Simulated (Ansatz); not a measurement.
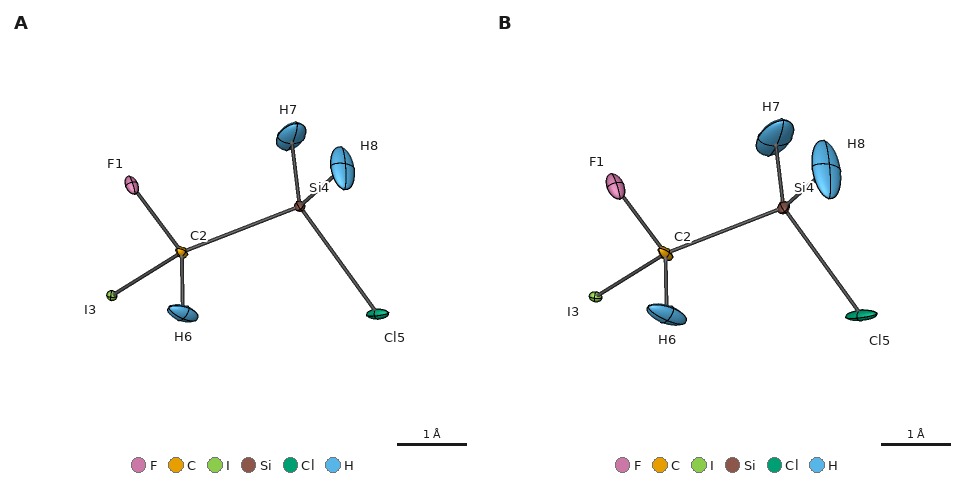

Displacement ellipsoids at the 50 % level, scaled by 0.7, from the internal vibrations of the free molecule (harmonic, no overall translation or rotation; no half-axis is drawn under 0.075 Å). Vibrations computed with RKS PBE0-D4/def2-TZVP, core potentials on I (Ansatz 0.2.0). One panel is for 298 K, the other for 600 K.

> Which panel is for 600 K?

B.

> How much does the mean-square displacement of Cl5 grow, and why?

U_eq goes from 0.0133 to 0.0264 Å², a factor of 2.0. Modes below kT (417 cm⁻¹ at 600 K) grow about in proportion to T, and the lowest lies at 54 cm⁻¹; the mean-square amplitude of a mode is its zero-point value times coth(ħω/2kT), which comes close to 1 only above about 3kT.
